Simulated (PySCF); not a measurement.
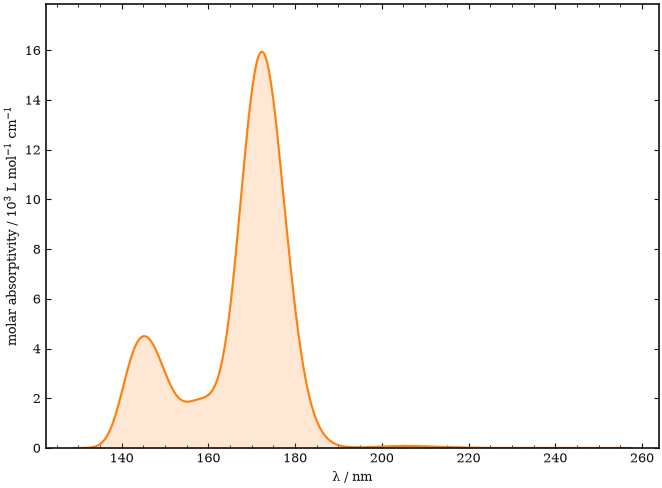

Computed absorption of B₂NH₅, SMILES BNB. Vertical TDDFT excitations, B3LYP/def2-SVPD with PySCF 2.14.0, at a PBE0-D3(BJ)/def2-SVP geometry (no frequency check), gas phase. Only the first 10 singlet excitations are included; each is broadened by a Gaussian of 1/e half-width 0.30 eV. States within 0.01 eV of each other are merged, with their strengths summed. The highest state may be half of a pair whose partner wasn't computed.

**Where is the maximum of the broadened curve, and how high is it?**

At about 7.2 eV (172 nm), with ε near 16000 L mol⁻¹ cm⁻¹.

**List the transitions behind the spectrum.**

```csv
state,E (eV),λ (nm),f,main character
S1,6.02,206,0.002,HOMO → LUMO (98 %)
S2,6.24,199,0.000,HOMO−1 → LUMO (97 %)
S3,7.19,172,0.295,HOMO−2 → LUMO (97 %)
S4/S5,7.83,158,0.032,HOMO/HOMO−3 → LUMO+1/LUMO
S6,8.12,153,0.000,HOMO−1 → LUMO+1 (91 %)
S7,8.37,148,0.047,HOMO → LUMO+2 (99 %)
S8,8.58,145,0.006,HOMO−1 → LUMO+2 (96 %)
S9,8.67,143,0.052,HOMO−2 → LUMO+2 (97 %)
S10,9.12,136,0.000,HOMO−4 → LUMO (95 %)
```

Known limits of this run: states above the negative HOMO energy depend on the basis; core orbitals are frozen in the response.
